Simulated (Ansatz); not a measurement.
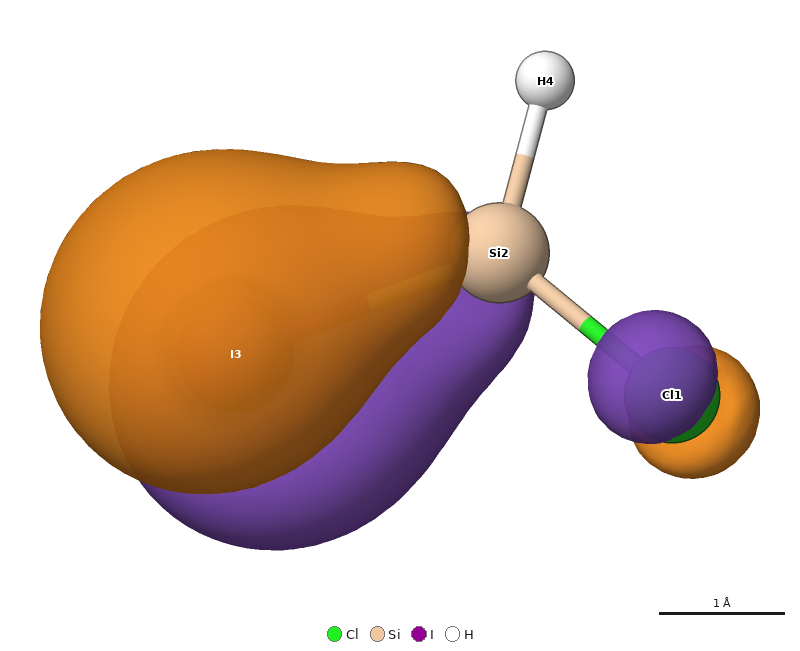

Figure. ClHISi (charge +1). The HOMO−1 at ±0.1 Å⁻³ᐟ² (orange and purple are the two phases), seen at a tilt.

Core potentials replace the inner electrons of I.

These are results of RHF/def2-SVP in Ansatz, not measurements.

Q: What is the character of this orbital?

A: By Hirshfeld shares it lies mainly on I3 (about 85 %); it changes sign across the molecular plane (π type). Its energy is −16.55 eV.
